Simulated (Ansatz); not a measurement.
## Electronic structure of H3InO2S in real space

```xyz
7

In    0.0185    0.0902   -0.0169
O    -0.0222    1.8815   -0.8897
O    -1.1043   -1.3222   -0.8548
S     1.2966   -0.4584    1.9233
H     0.5392    2.5250   -0.4421
H    -1.5718   -0.9832   -1.6279
H     0.8440   -1.7330    1.9082
```

Geometry: PBE0-D4/def2-SVP; core potentials replace the inner electrons of In.

The calculation used isolated molecule in a Gaussian basis; Kohn-Sham density functional theory, functional PBE0 (Ansatz 0.2.0).

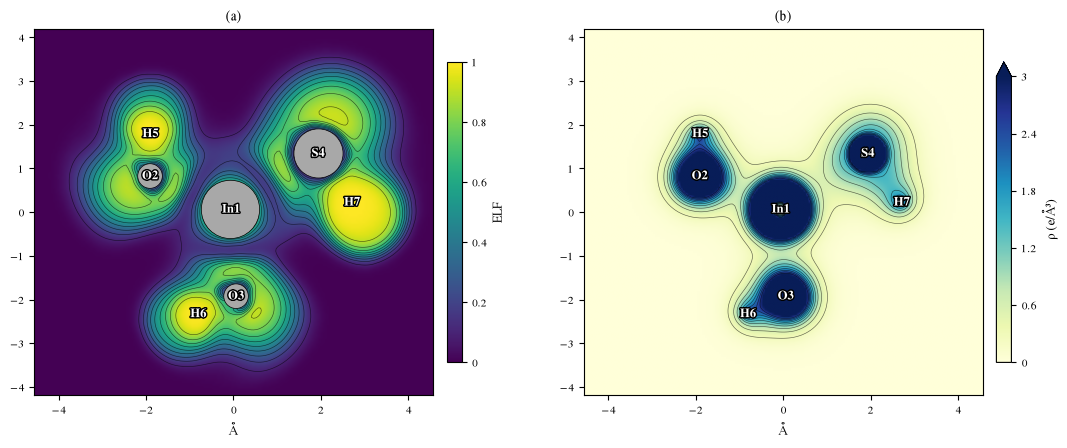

Figure 1. (a) electron localisation function; (b) electron density on the molecular plane. Grey discs cover the atomic cores in the ELF map.

### What does the map show?

The section cuts through In, O, S and H sites. In–O (1.99 Å): ρ at the midpoint is about 0.78 e/Å³; the ELF peaks at about 0.85 in the valence shell of O, 0.6 Å from its nucleus, and drops to about 0.15 between the two atoms. In–S (2.39 Å): ρ is about 0.57 e/Å³ halfway; the ELF peaks at about 0.85 in the valence shell of S, 0.9 Å from its nucleus, and drops to about 0.20 between the two atoms. O–H (0.96 Å): the density is about 3.7 e/Å³ at the midpoint; the ELF climbs to about 1 towards the hydrogen, as it does in any bond to H: an ordinary covalent bond to hydrogen. S–H (1.35 Å): the density is about 1.5 e/Å³ at the midpoint; the ELF climbs to about 1 towards the hydrogen. The ELF also peaks beside O3, O2 and S4, away from the bonds: lone-pair regions.

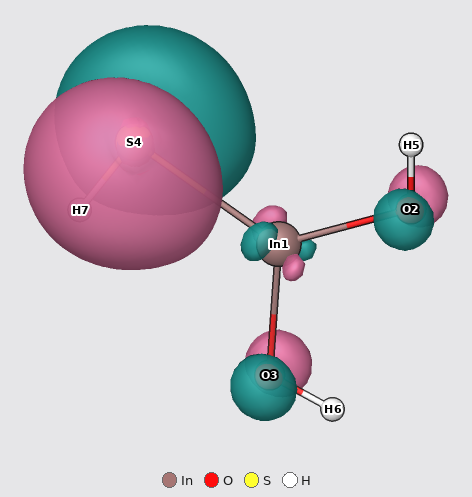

Figure 2. The HOMO at ±0.1 Å⁻³ᐟ² (teal and pink are the two phases), seen at a tilt.

### Describe this orbital and give its energy.

It lies mainly on S4 (about 80 %) and In1 (about 10 %); it changes sign across the molecular plane (π type). Its energy is −7.87 eV.

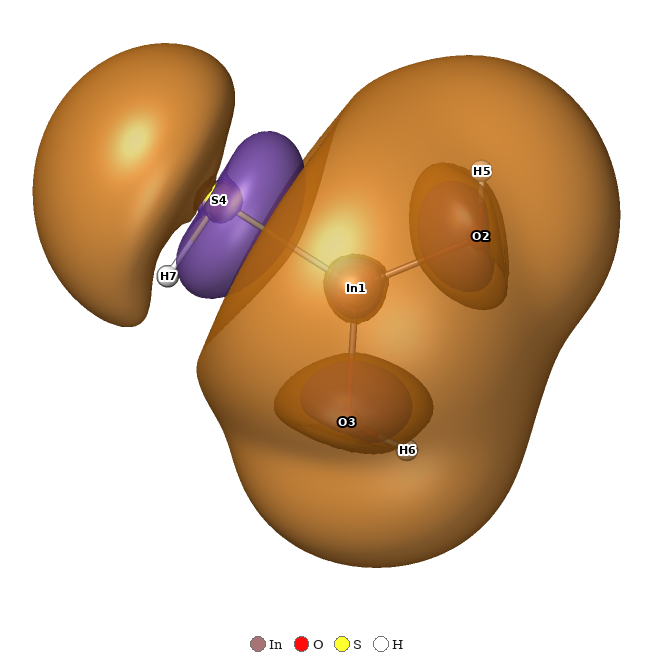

Figure 3. The LUMO at ±0.03 Å⁻³ᐟ² (orange and purple are the two phases), seen across its widest extent.

### Describe this orbital and give its energy.

It lies mainly on In1 (about 50 %), S4 (about 20 %), O2 (about 10 %) and O3 (about 10 %); it is symmetric in the molecular plane (an in-plane orbital: σ, lone-pair or in-plane π type). Its energy is −2.08 eV.
